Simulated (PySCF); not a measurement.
```xyz
10
charge 0, multiplicity 1
Si    0.3020   -2.3134   -0.9399
Si   -0.2737    2.0623    0.8862
H    -0.4195   -3.5133   -0.4751
H     1.1797   -2.5610   -2.0993
Cl   -1.0588   -0.8833   -1.4415
H     0.7169    1.0075    1.2117
F     1.1956   -1.7722    0.2572
H    -0.0370    3.2498    1.7474
H    -0.1343    2.4566   -0.5384
H    -1.6466    1.5507    1.1269
```

Describe the molecule in this file.

It has 10 atoms: 1 chlorine, 1 fluorine, 6 hydrogen and 2 silicon (ClFH₆Si₂). Judged by distances it falls into 2 fragments: ClFH2Si, SiH4. Coordination: 2 Si tetrahedral.

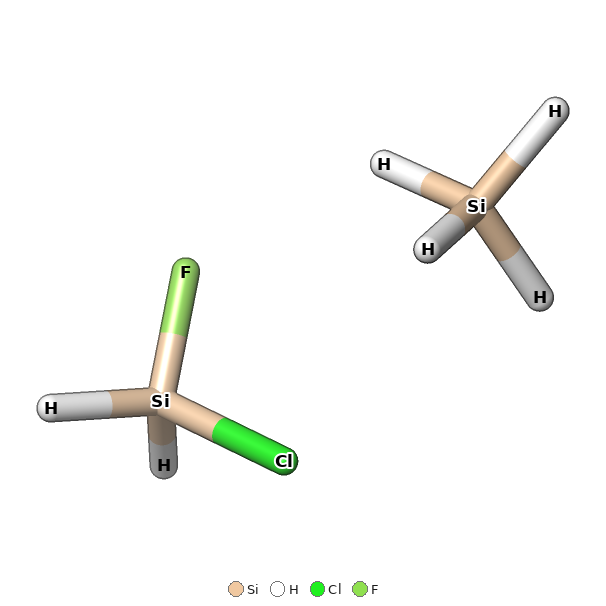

Simulated data, not a measurement (program: PySCF).
